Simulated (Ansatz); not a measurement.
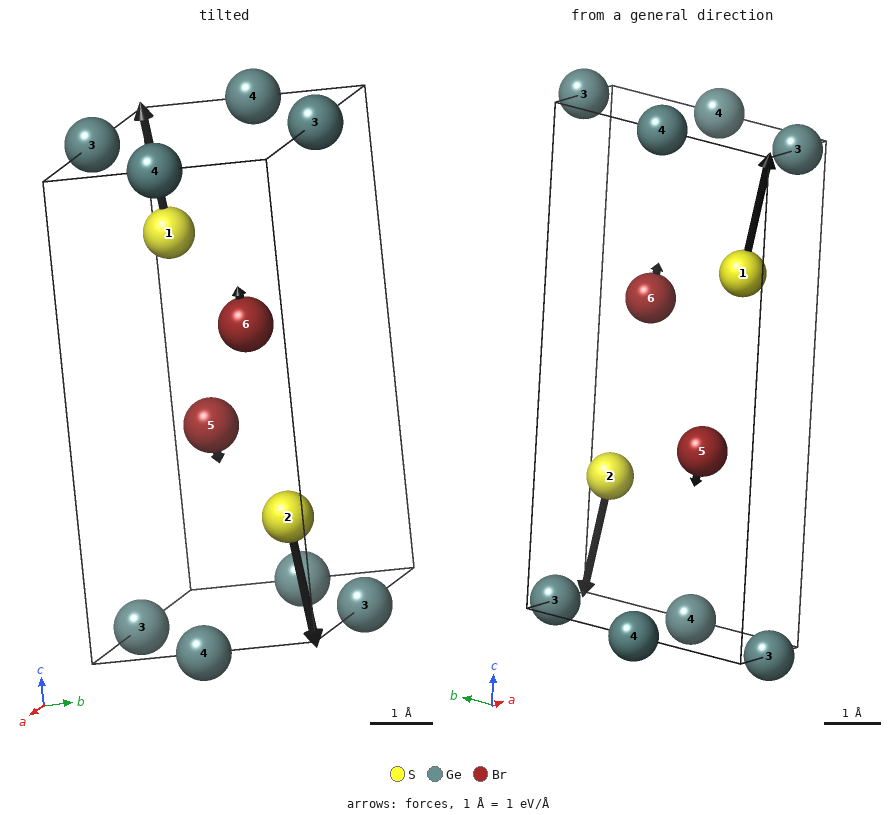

View slightly off an axis and from a general direction, drawn as a spheres-only model. The simulation cell is outlined; an atom on or near a face, edge or corner is repeated at each equivalent position. The arrows are the computed forces on the atoms.

System: GeSBr. Electronic-structure method: DFT, PAW plane waves, r2SCAN (Ansatz 0.2.0). Parameters: a 500 eV plane-wave basis, Brillouin-zone sampling on a 7×7×7 mesh, Gaussian smearing of 0.014 eV, no spin polarisation.

**Has this structure been optimised to equilibrium?**

No. The atoms still feel forces of up to about 1.9 eV/Å, far above a usual threshold of 0.01 to 0.03 eV/Å.

**Identify the atom with the maximum force.**

S1 and S2, about 1.9 eV/Å.

About the cell: it is a generated cell, made by putting these elements into a known structure type (the compound may or may not exist in this form), and it is unrelaxed. A calculation with Ansatz used it as input.
